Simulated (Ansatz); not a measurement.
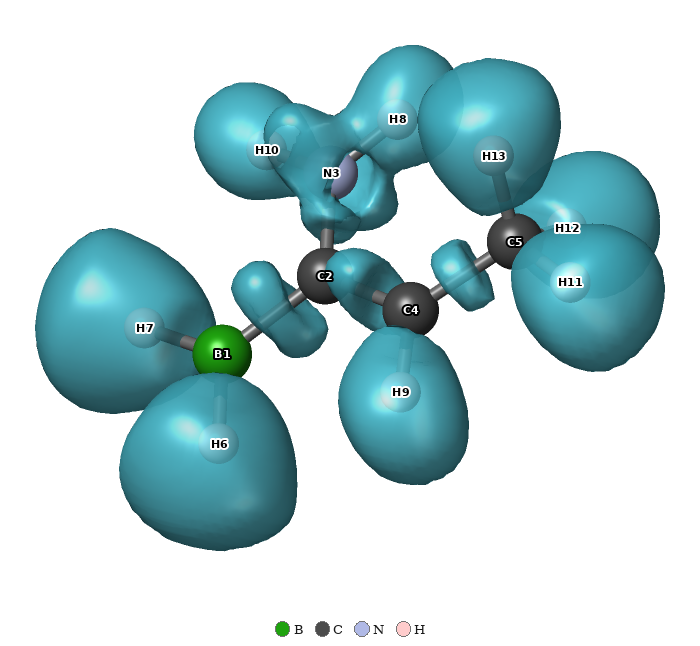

Figure. C3H8BN. Isosurface of the electron localisation function at 0.8 (cyan), seen at a tilt. Core shells and regions of very low density are left out.

Computed with UKS PBE/6-31G (Ansatz 0.2.0).

```yaml
atoms:
  - { symbol: B, position_ang: [-1.7644, 0.5268, 1.3772] }
  - { symbol: C, position_ang: [-0.8499, 0.1379, 0.2058] }
  - { symbol: N, position_ang: [-1.3948, -0.4020, -0.9574] }
  - { symbol: C, position_ang: [0.5137, 0.3507, 0.3372] }
  - { symbol: C, position_ang: [1.5184, 0.0304, -0.7314] }
  - { symbol: H, position_ang: [-1.2833, 0.9865, 2.3814] }
  - { symbol: H, position_ang: [-2.9643, 0.3848, 1.3085] }
  - { symbol: H, position_ang: [-0.8214, -0.6738, -1.7478] }
  - { symbol: H, position_ang: [0.8659, 0.7757, 1.2798] }
  - { symbol: H, position_ang: [-2.3949, -0.5361, -1.0299] }
  - { symbol: H, position_ang: [2.5405, 0.3191, -0.4411] }
  - { symbol: H, position_ang: [1.5338, -1.0556, -0.9676] }
  - { symbol: H, position_ang: [1.2805, 0.5512, -1.6836] }
```

### Identify the bonds, lone pairs and shells in this picture.

At this value the surface marks out one region between bonded B–C atoms (shared pairs), two regions between bonded C–C atoms (shared pairs), six regions around hydrogen nuclei and one joined region spread over several atoms (H, N), in which their bonds and any lone pairs are merged. Profiles from the grid: C–C (1.39 Å): the ELF peaks at about 0.95 between the atoms (localised, covalent bonding). C–N (1.39 Å): the ELF peaks at about 0.90 between the atoms, as expected for a covalent bond.
